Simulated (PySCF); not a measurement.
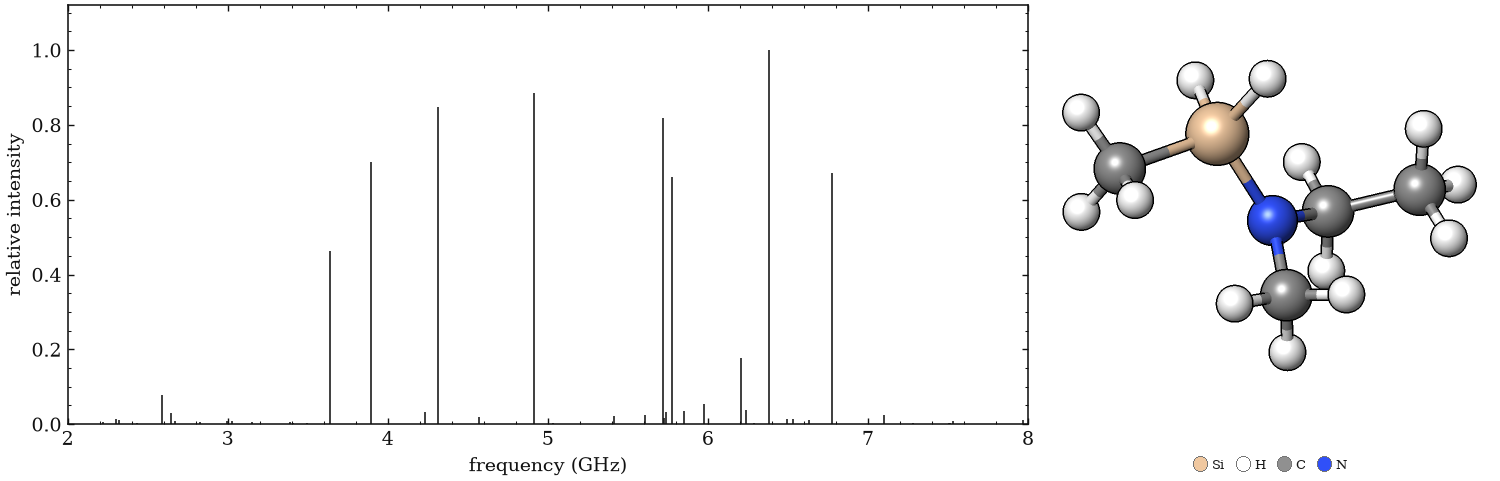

C₄H₁₃NSi. Simulated rotational absorption lines between 2 and 8 GHz at 1.5 K: rigid rotor with the equilibrium constants and dipole of one optimised conformer (PBE0-D3(BJ)/def2-SVP, PySCF), commonest isotopes; no centrifugal distortion, hyperfine structure, internal rotation or nuclear-spin weights; lines within 1 MHz of each other are summed.

What are the rotational constants, and what kind of rotor is it?

Rotational constants A, B, C = 5.010, 1.621, 1.373 GHz; Ray's κ = −0.86, an asymmetric top on the prolate side.

Assign the strongest lines, as J(Ka,Kc).

| GHz | upper | lower | type | relative intensity |
| --- | --- | --- | --- | --- |
| 6.38 | 1(1,1) | 0(0,0) | b | 1.00 |
| 4.91 | 4(1,3) | 4(0,4) | b | 0.89 |
| 4.31 | 3(1,2) | 3(0,3) | b | 0.85 |
| 5.72 | 5(1,4) | 5(0,5) | b | 0.82 |
| 3.90 | 2(1,1) | 2(0,2) | b | 0.70 |
| 6.77 | 6(1,5) | 6(0,6) | b | 0.67 |

Caveats: coarse grid, loose stop and no frequency check, small forces are noise and the end may be a saddle.
